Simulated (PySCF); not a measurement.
# HfN12 (Hf(N2)64+): the cost of one run

Method: BP86, Hf def2-SVP with ECP60, N def2-SVP; scalar-relativistic core potentials, no spin–orbit coupling; program: PySCF 2.14.0.

3 further runs of the same task are left out: 2 for a known fault of the program, 1 that didn't finish. Runs told in other sessions of the task aren't counted.

### 1 Where the work starts

13 atoms, charge 4, spin multiplicity 1.

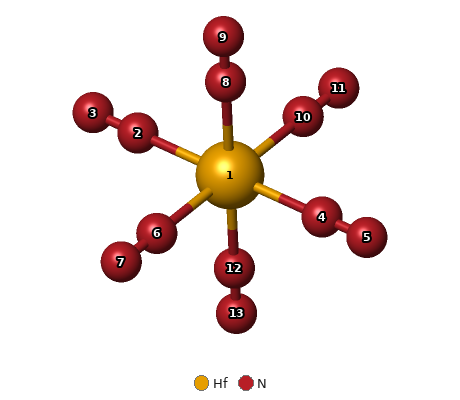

The structure; hafnium amber, nitrogen red; atoms are numbered from 1 in the order of the file.

Coordinates:

```xyz
13
HfN12
Hf    0.00000    0.00000    0.00000
N     0.00000    0.00000    2.31460
N     0.00000    0.00000    3.43904
N     0.00000    0.00000   -2.31460
N     0.00000    0.00000   -3.43904
N     2.31460    0.00000    0.00000
N     3.43904    0.00000    0.00000
N     0.00000    2.31460    0.00000
N     0.00000    3.43904    0.00000
N    -2.31460    0.00000    0.00000
N    -3.43904    0.00000    0.00000
N     0.00000   -2.31460    0.00000
N     0.00000   -3.43904    0.00000
```

Formal oxidation states: Hf +4. An earlier session relaxed this geometry at BP86, Hf def2-SVP with ECP60, N def2-SVP (singlet, point group Oh).

Its energy there is -702.698410 Eh.

### 2 Atoms moved at random, σ = 0.15 Å

The input, run.py (the lines that set the calculation):

```python
mol = gto.M(atom='''
Hf    -0.02163    -0.02053    -0.14692
N     -0.21394     0.05380     2.25147
N      0.02530    -0.06560     3.53926
N     -0.13133    -0.14050    -2.30777
N      0.06052     0.27773    -3.17171
N      2.19949    -0.15733    -0.09694
N      3.55586    -0.24013     0.08559
N      0.27555     2.28822     0.06594
N     -0.02278     3.54216    -0.01714
N     -2.00133     0.16218    -0.03646
N     -3.33882    -0.13685     0.10149
N      0.03142    -2.11834    -0.13243
N     -0.41831    -3.44480    -0.13437''',
    basis={'Hf': 'def2-SVP', 'N': 'def2-SVP'},
    ecp={'Hf': 'def2-SVP'},
    charge=4, spin=0)
mf = dft.RKS(mol, xc='B88,P86')
mf.grids.atom_grid = (50, 194)
mf = mf.density_fit()  # fitting sets: Hf def2-universal-JKFIT, N def2-universal-JKFIT
mf.conv_tol = 1e-08; mf.max_cycle = 55
mf.kernel(dm0)  # dm0: the density of the relaxed state
```

Command:

```sh
OMP_NUM_THREADS=4 python run.py
```

**Question.** How long does this run take on 4 threads of Arm Neoverse V1, shared host?

About 19 s.
